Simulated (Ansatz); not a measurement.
## CuI, pressure series

Take CuI (space group P4/nmm, No. 129; a = 4.054 Å, c = 6.350 Å; a cell from a computed database, its experimental status unchecked; layered, stacked along the Cartesian z axis) as the base.

Cell and atoms are relaxed at each pressure.

All numbers come from Ansatz (a first-principles code) r2SCAN+rVV10, no spin-orbit coupling, earlier PAW set.

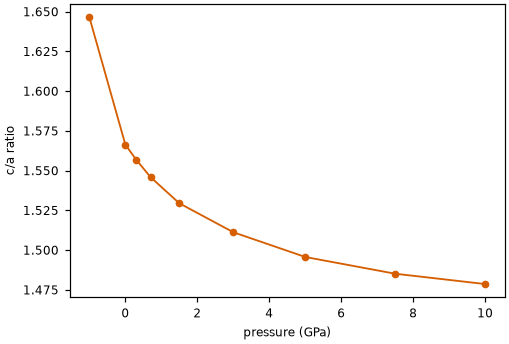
c/a ratio against pressure

Question: From the plot, what is the c/a ratio for pressure −1 GPa?

Answer: About 1.65.

Question: Is the trend monotonic over the range shown?

Answer: Yes, it falls throughout, spanning 1.479 to 1.646.

Load acts through the strain it causes; cell and atoms are relaxed under it. Stability against distortions was not tested. Competing high-pressure phases were not computed. All final runs are without spin polarisation. This is not the structure that CuI has at room temperature and ambient pressure.
